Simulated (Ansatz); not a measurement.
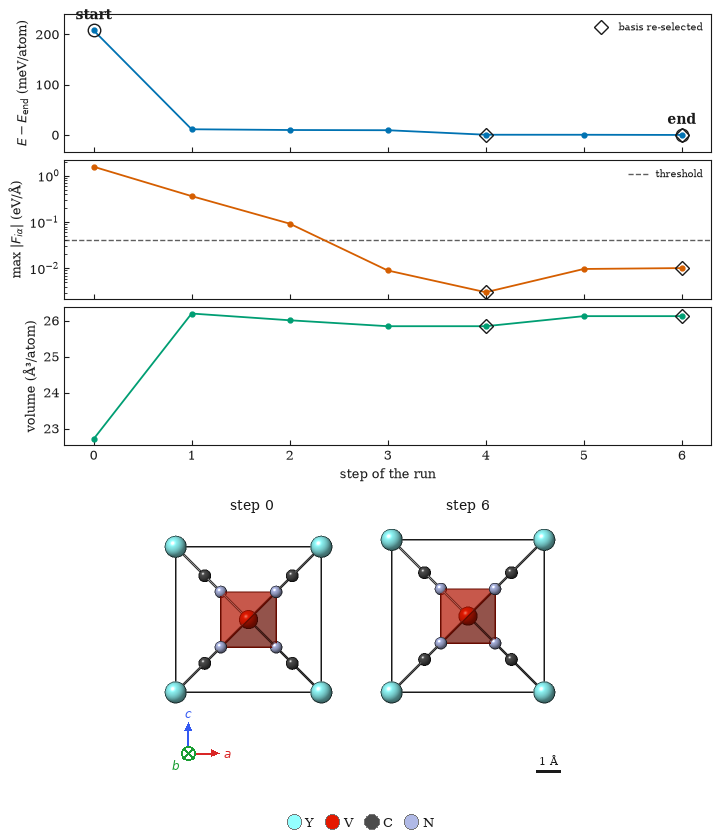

First and last geometry of a relaxation of a crystal of YVC$_{4}$N$_{4}$ (a generated structure, set up in P-43m) (coarse preliminary run), with the history of the run. Style: polyhedral. Shown: the cell of the calculation, along the b axis.

These are results of DFT PBE, scalar-relativistic, plane waves, PAW in Ansatz, not measurements.

Input file:
```yaml
crystal:
  lattice:
    - [6.10086029, 0.0, 0.0]
    - [0.0, 6.10086029, 0.0]
    - [0.0, 0.0, 6.10086029]
  atoms:
    - { symbol: "Y", position: [0.0, 0.0, 0.0] }
    - { symbol: V, position: [0.5, 0.5, 0.5], spin: 2.0 }
    - { symbol: C, position: [0.19929971, 0.19929971, 0.19929971] }
    - { symbol: C, position: [0.19929971, 0.80070029, 0.80070029] }
    - { symbol: C, position: [0.80070029, 0.19929971, 0.80070029] }
    - { symbol: C, position: [0.80070029, 0.80070029, 0.19929971] }
    - { symbol: "N", position: [0.31002177, 0.31002177, 0.31002177] }
    - { symbol: "N", position: [0.31002177, 0.68997823, 0.68997823] }
    - { symbol: "N", position: [0.68997823, 0.31002177, 0.68997823] }
    - { symbol: "N", position: [0.68997823, 0.68997823, 0.31002177] }
basis:
  ecutwfc: 420
kpoints:
  mp_grid: { grid: [4, 4, 4] }
hamiltonian:
  xc: pbe
scf:
  occupations: { method: gaussian, width: 0.1 }
  lower_state_search: "off"
output:
  forces: true
  stress: true
  eigenvalues: true
  populations: true
magnetization:
  spin_polarized: true
relax:
  adjacent_minimum: "off"
  f_tol: 0.04
  max_steps: 70
  cell: { stress_tol: 0.4 }
```

Run as
```bash
ansatz run input.yaml --threads 1 --pin off --max-ram 2560MiB --backend cpu --events-out ev --progress --plain --runs-dir out
```

Read the history and describe the run.

It converged. The largest moves relative to the cell, 0.18 Å, are those of C3, C4, C5 and C6. C4 goes along [1 −1 −1]. By element the largest moves are C 0.18 Å, N 0.14 Å. V and Y stay in place. The drawn cell changes as follows: a = b = c 6.101 → 6.393 Å (+4.8 %); the volume changes by +15.0 %. Near-neighbour distances that change, for instance: Y1–N10 3.276 → 3.568 Å, Y1–C3 2.106 → 2.385 Å, V2–N10 2.008 → 1.968 Å, C3–N7 1.170 → 1.183 Å. The space group stays P-43m (No. 215). After 4 accepted moves (6 points after the start) the energy has fallen by 208 meV per atom. The largest force component goes from 1.6 to 0.01 eV/Å. The pressure goes from 9.25 to 0.05 GPa. At 2 points the geometry stayed and the basis and grid were re-selected for the new cell (energy shift of 9.0 meV per atom at most each time).

```csv
step,"E − E(0), meV/atom","largest force component, eV/Å","pressure, GPa","volume, Å³/atom",note
0,0.00,1.5691,9.25,22.708,
1,-196.74,0.3634,-0.09,26.197,
2,-198.21,0.0924,-0.14,26.010,
3,-198.64,0.0090,0.02,25.845,
4,-207.61,0.0031,0.49,25.845,"same geometry, new basis"
5,-207.66,0.0097,0.04,26.124,
6,-208.04,0.0101,0.05,26.124,"same geometry, new basis"
```
